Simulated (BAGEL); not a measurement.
# AlH2SF3 (SMILES [F][Al]([F])([F])<-[SH2]) at 3 levels

Aim: a comparison of 3 runs (HF/STO-3G, HF/6-31G*, HF/def2-SVP) of AlH2SF3. 

The results are computed with BAGEL 1.2.2.

### Step 1. Starting point

The species is AlH2SF3 (7 atoms), meant as a singlet with charge 0. SMILES: `[F][Al]([F])([F])<-[SH2]`. The S2–H4 distance was set to 2.001 Å, away from the relaxed value. At this shape a bond of the SMILES string is far longer than usual.

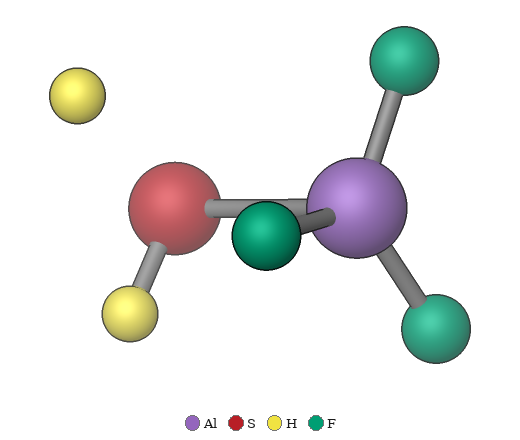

The structure, seen from a chosen angle (aluminium purple, sulfur red, hydrogen yellow, fluorine teal).

### Step 2. The energy at HF/STO-3G (density fitting with qzvpp-jkfit) (run 1)

Input file input.json:

```json
{ "bagel": [

{
  "title": "molecule",
  "basis": "sto-3g",
  "df_basis": "qzvpp-jkfit",
  "angstrom": "true",
  "geometry": [
    { "atom": "Al", "xyz": [       0.788472,      -0.391881,      -0.981600 ] },
    { "atom": "S", "xyz": [       0.795812,      -0.399981,       1.491400 ] },
    { "atom": "H", "xyz": [       1.160352,       0.883189,       1.501400 ] },
    { "atom": "H", "xyz": [      -1.151450,       0.059610,       1.503580 ] },
    { "atom": "F", "xyz": [       2.410182,      -0.333621,      -1.237620 ] },
    { "atom": "F", "xyz": [      -0.039818,       1.035219,      -1.073100 ] },
    { "atom": "F", "xyz": [      -0.069178,      -1.771681,      -1.228430 ] }
  ]
},

{
  "title": "hf",
  "charge": 0
},

{
  "title": "print",
  "file": "orbitals.molden",
  "orbitals": "true"
}

]}
```

Started as:

```sh
BAGEL_NUM_THREADS=1 BAGEL input.json > input.out
```

What it wrote:

```text
* using 1 threads per process

  ===============================================================
  ===============================================================

  *** Geometry ***

  { "atom" : "Al", "xyz" : [      1.489996,     -0.740548,     -1.854955 ] },
  { "atom" : "S", "xyz" : [      1.503867,     -0.755855,      2.818338 ] },
  { "atom" : "H", "xyz" : [      2.192747,      1.668985,      2.837235 ] },
  { "atom" : "H", "xyz" : [     -2.175925,      0.112647,      2.841354 ] },
  { "atom" : "F", "xyz" : [      4.554584,     -0.630452,     -2.338763 ] },
  { "atom" : "F", "xyz" : [     -0.075245,      1.956280,     -2.027865 ] },
  { "atom" : "F", "xyz" : [     -0.130727,     -3.347992,     -2.321396 ] },

  Number of auxiliary basis functions:      523

  Since a DF basis is specified, we compute 2- and 3-index integrals:
    o Being stored without compression. Storage requirement is 0.005 GB

  Number of basis functions:       35
  Number of electrons      :       58

    * METHOD: MOLECULE                             0.21

  *** RHF ***

  === Nuclear Repulsion ===
   299.5801133381

      * DIIS with orbital gradients will be used.

  === RHF iteration (sto-3g) ===
      0       -927.30737389          0.01624527           0.04
      1       -927.44428287          0.00284013           0.03
      2       -927.44842283          0.00075147           0.03
      3       -927.44892056          0.00013543           0.03
      4       -927.44893700          0.00003155           0.03
      5       -927.44893808          0.00001034           0.03
      6       -927.44893820          0.00000503           0.03
      7       -927.44893825          0.00000207           0.04
      8       -927.44893826          0.00000042           0.04
      9       -927.44893826          0.00000012           0.04
     10       -927.44893826          0.00000003           0.04
     11       -927.44893826          0.00000001           0.03
    * SCF iteration converged.

    * Permanent dipole moment:
           (    0.269036,    -0.347990,    -1.335666) a.u.

    * METHOD: HF                                   0.52

    * METHOD: PRINT                                0.00

  ===============================================================
```

Run time: 0.87 s. Hardware: 1 thread of Arm Neoverse V1, shared host.

### Step 3. A single-point energy at HF/6-31G(d) (density fitting with qzvpp-jkfit, spherical functions) (run 2)

Input file hf.json:

```json
{ "bagel" : [

{
  "title" : "molecule",
  "basis" : "6-31gs.json",
  "df_basis" : "qzvpp-jkfit",
  "angstrom" : true,
  "geometry" : [
    { "atom" : "Al", "xyz" : [    0.788472,   -0.391881,   -0.981600 ] },
    { "atom" : "S", "xyz" : [    0.795812,   -0.399981,    1.491400 ] },
    { "atom" : "H", "xyz" : [    1.160352,    0.883189,    1.501400 ] },
    { "atom" : "H", "xyz" : [   -1.151450,    0.059610,    1.503580 ] },
    { "atom" : "F", "xyz" : [    2.410182,   -0.333621,   -1.237620 ] },
    { "atom" : "F", "xyz" : [   -0.039818,    1.035219,   -1.073100 ] },
    { "atom" : "F", "xyz" : [   -0.069178,   -1.771681,   -1.228430 ] }
  ]
},
{
  "title" : "hf"
},
{
  "title" : "print",
  "file" : "orbitals.molden",
  "orbitals" : true
}

]}
```

The basis set 6-31G* is read from a file made from the Basis Set Exchange's data (not shown).

Started as:

```sh
BAGEL_NUM_THREADS=1 BAGEL hf.json > hf.out
```

What it wrote:

```text
* using 1 threads per process

  ===============================================================
  ===============================================================

  *** Geometry ***

  { "atom" : "Al", "xyz" : [      1.489996,     -0.740548,     -1.854955 ] },
  { "atom" : "S", "xyz" : [      1.503867,     -0.755855,      2.818338 ] },
  { "atom" : "H", "xyz" : [      2.192747,      1.668985,      2.837235 ] },
  { "atom" : "H", "xyz" : [     -2.175925,      0.112647,      2.841354 ] },
  { "atom" : "F", "xyz" : [      4.554584,     -0.630452,     -2.338763 ] },
  { "atom" : "F", "xyz" : [     -0.075245,      1.956280,     -2.027865 ] },
  { "atom" : "F", "xyz" : [     -0.130727,     -3.347992,     -2.321396 ] },

  Number of auxiliary basis functions:      523

  Since a DF basis is specified, we compute 2- and 3-index integrals:
    o Being stored without compression. Storage requirement is 0.028 GB

  Number of basis functions:       82
  Number of electrons      :       58

    * METHOD: MOLECULE                             0.29

  *** RHF ***

  === Nuclear Repulsion ===
   299.5801133381

      * DIIS with orbital gradients will be used.

  === RHF iteration (6-31gs.json) ===
      0       -938.66199971          0.02559442           0.09
      1       -938.90843742          0.01642662           0.09
      2       -939.03885767          0.00120994           0.09
      3       -939.04067771          0.00026112           0.09
      4       -939.04077636          0.00008221           0.09
      5       -939.04079081          0.00002936           0.09
      6       -939.04079227          0.00001462           0.09
      7       -939.04079278          0.00000600           0.08
      8       -939.04079291          0.00000260           0.09
      9       -939.04079293          0.00000082           0.08
     10       -939.04079293          0.00000022           0.09
     11       -939.04079293          0.00000010           0.08
     12       -939.04079293          0.00000003           0.08
     13       -939.04079293          0.00000001           0.08
     14       -939.04079293          0.00000000           0.09
    * SCF iteration converged.

    * Permanent dipole moment:
           (    0.383347,    -0.447719,    -1.524410) a.u.

    * METHOD: HF                                   1.49

    * METHOD: PRINT                                0.02

  ===============================================================
```

Wall time 1.9 s (1 thread of Arm Neoverse V1, shared host); peak memory 0.13 GiB.

### Step 4. A single-point energy at HF/def2-SVP (density fitting with qzvpp-jkfit) (run 3)

Input file input.json:

```json
{ "bagel" : [

{
  "title" : "molecule",
  "basis" : "svp",
  "df_basis" : "qzvpp-jkfit",
  "angstrom" : true,
  "geometry" : [
    { "atom" : "Al", "xyz" : [       0.788472,      -0.391881,      -0.981600 ] },
    { "atom" : "S", "xyz" : [       0.795812,      -0.399981,       1.491400 ] },
    { "atom" : "H", "xyz" : [       1.160352,       0.883189,       1.501400 ] },
    { "atom" : "H", "xyz" : [      -1.151450,       0.059610,       1.503580 ] },
    { "atom" : "F", "xyz" : [       2.410182,      -0.333621,      -1.237620 ] },
    { "atom" : "F", "xyz" : [      -0.039818,       1.035219,      -1.073100 ] },
    { "atom" : "F", "xyz" : [      -0.069178,      -1.771681,      -1.228430 ] }
  ]
},

{ "title" : "hf" },

{ "title" : "print", "file" : "orbitals.molden", "orbitals" : true }

]}
```

Started as:

```sh
BAGEL_NUM_THREADS=1 BAGEL input.json > input.out
```

What it wrote:

```text
* using 1 threads per process

  ===============================================================
  ===============================================================

  *** Geometry ***

  { "atom" : "Al", "xyz" : [      1.489996,     -0.740548,     -1.854955 ] },
  { "atom" : "S", "xyz" : [      1.503867,     -0.755855,      2.818338 ] },
  { "atom" : "H", "xyz" : [      2.192747,      1.668985,      2.837235 ] },
  { "atom" : "H", "xyz" : [     -2.175925,      0.112647,      2.841354 ] },
  { "atom" : "F", "xyz" : [      4.554584,     -0.630452,     -2.338763 ] },
  { "atom" : "F", "xyz" : [     -0.075245,      1.956280,     -2.027865 ] },
  { "atom" : "F", "xyz" : [     -0.130727,     -3.347992,     -2.321396 ] },

  Number of auxiliary basis functions:      523

  Since a DF basis is specified, we compute 2- and 3-index integrals:
    o Being stored without compression. Storage requirement is 0.032 GB

  Number of basis functions:       88
  Number of electrons      :       58

    * METHOD: MOLECULE                             0.26

  *** RHF ***

  === Nuclear Repulsion ===
   299.5801133381

      * DIIS with orbital gradients will be used.

  === RHF iteration (svp) ===
      0       -938.27449912          0.02310467           0.10
      1       -938.51030417          0.01491661           0.09
      2       -938.63843806          0.00110114           0.10
      3       -938.64012050          0.00024956           0.10
      4       -938.64021040          0.00008157           0.10
      5       -938.64022335          0.00002609           0.09
      6       -938.64022470          0.00001270           0.09
      7       -938.64022509          0.00000563           0.09
      8       -938.64022520          0.00000250           0.10
      9       -938.64022521          0.00000075           0.09
     10       -938.64022522          0.00000022           0.09
     11       -938.64022522          0.00000009           0.09
     12       -938.64022522          0.00000003           0.09
     13       -938.64022522          0.00000001           0.09
    * SCF iteration converged.

    * Permanent dipole moment:
           (    0.413395,    -0.466776,    -1.599750) a.u.

    * METHOD: HF                                   1.52

    * METHOD: PRINT                                0.02

  ===============================================================
```

Wall time 1.9 s (1 thread of Arm Neoverse V1, shared host); peak memory 0.14 GiB.

### Step 5. Overview of the runs

| run | level | energy (Eh) | dipole moment (D) | HOMO energy (eV) | LUMO energy (eV) | wall time |
| --- | --- | --- | --- | --- | --- | --- |
| 1 | HF/STO-3G (density fitting with qzvpp-jkfit) | -927.448938 | 3.57 | -9.10 | 3.24 | 0.87 s |
| 2 | HF/6-31G* (density fitting with qzvpp-jkfit, spherical functions) | -939.040793 | 4.15 | -13.02 | -0.96 | 1.9 s |
| 3 | HF/def2-SVP (density fitting with qzvpp-jkfit) | -938.640225 | 4.36 | -13.05 | -0.93 | 1.9 s |

### Step 6. Summary of results

| quantity | value |
| --- | --- |
| run 3: total energy | -938.64023 Eh |
| run 3: dipole moment | 4.36 D |
| run 3: HOMO energy | -13.05 eV |
| run 3: LUMO energy | -0.93 eV |
| run 3: HOMO–LUMO gap | 12.12 eV |

**Reading.** The dipole moment (its size) runs from 3.57 D (HF/STO-3G) to 4.36 D (HF/def2-SVP). The HOMO–LUMO gap runs from 12.06 eV (HF/6-31G*) to 12.34 eV (HF/STO-3G). In run 1 the basis is minimal, so the values are rough. In all runs a closed-shell determinant meets a far-stretched bond; if it breaks into open shells, such a determinant describes it badly, and no broken-symmetry solution was shown. All runs together took 4.7 s, the longest 1.9 s.
